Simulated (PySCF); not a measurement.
C₃H₅FN₂Si (SMILES F[SiH2]n1ccnc1)

The calculation's input:

```
{"job": {"kind": "uv", "xc": "CAM-B3LYP", "basis": "def2-SVPD", "nstates": 8, "ntriplets": 3}, "charge": 0, "multiplicity": 1}
F      2.560083     1.056188    -0.022110
Si     1.828597    -0.367647     0.017673
N      0.133469     0.032386    -0.002662
C     -0.920358    -0.853659     0.017835
C     -2.059795    -0.115944    -0.009217
N     -1.746506     1.212340    -0.045829
C     -0.455344     1.269136    -0.041064
H      2.181298    -0.987395     1.282178
H      2.192463    -1.063880    -1.203096
H     -0.754773    -1.910824     0.049273
H     -3.080310    -0.441556    -0.004872
H      0.122373     2.170170    -0.064136
```

Command:

```sh
OMP_NUM_THREADS=1 python probes_run.py task.json out
```

Geometry: GFN2-xTB.

Method: PySCF, CAM-B3LYP/def2-SVPD, SCF density, gas phase.

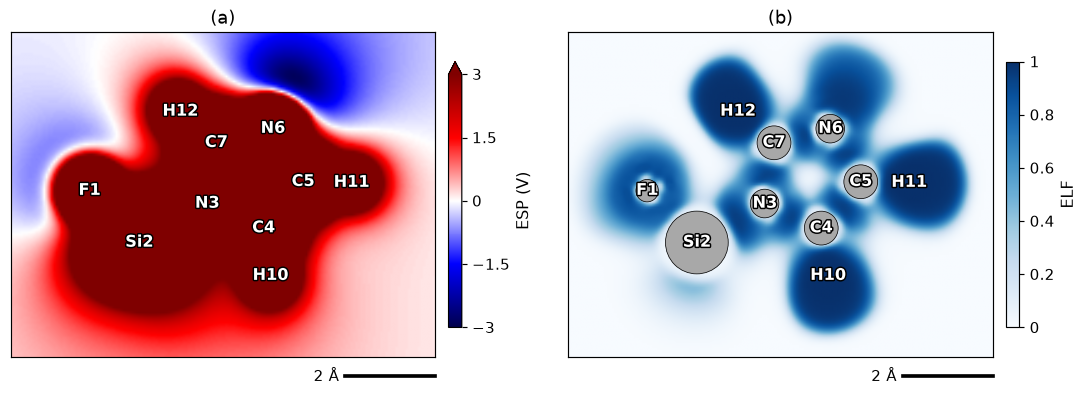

Figure 1. (a) molecular electrostatic potential; (b) electron localisation function on the plane of atoms N6, C7 and H12. Grey discs cover the atomic cores in the ELF map.

Question: What does the map show?

Answer: Atoms in the plane: F, Si, N, C and H.
C–N (1.29 Å): the ELF peaks at about 0.90 between the atoms, as expected for a covalent bond.
C–C (1.36 Å): the ELF peaks at about 0.95 between the atoms, as expected for a covalent bond.
Si–F (1.60 Å): the ELF peaks at about 0.85 in the valence shell of F, 0.5 Å from its nucleus, and is about 0.45 at the midpoint.
Si–N (1.74 Å): the ELF peaks at about 0.95 between the atoms: a polar covalent bond.
C–H (1.07 Å): the ELF climbs to about 1 towards the hydrogen, as it does in any bond to H (a covalent bond by its length).
The ELF also peaks beside F1 and N6, away from the bonds: lone-pair regions.
Outside the dense part of the molecule the potential is most negative (−2.9 V) near N6.

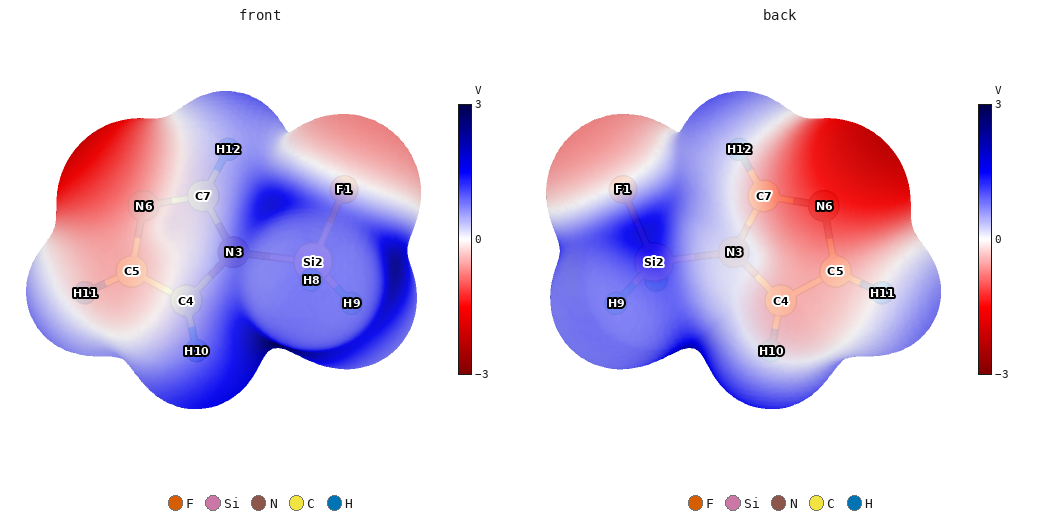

Figure 2. The electrostatic potential painted on the density surface at 0.002 e/bohr³, seen from the front and from behind; red is negative and blue positive.

Question: Describe the electrostatic potential map.

Answer: The most negative region (about −2.1 V, or −48 kcal/mol for a unit charge) lies over N6, the most positive (about +2.7 V, or +62 kcal/mol for a unit charge) over Si2. N6 is the likeliest acceptor of a hydrogen bond.
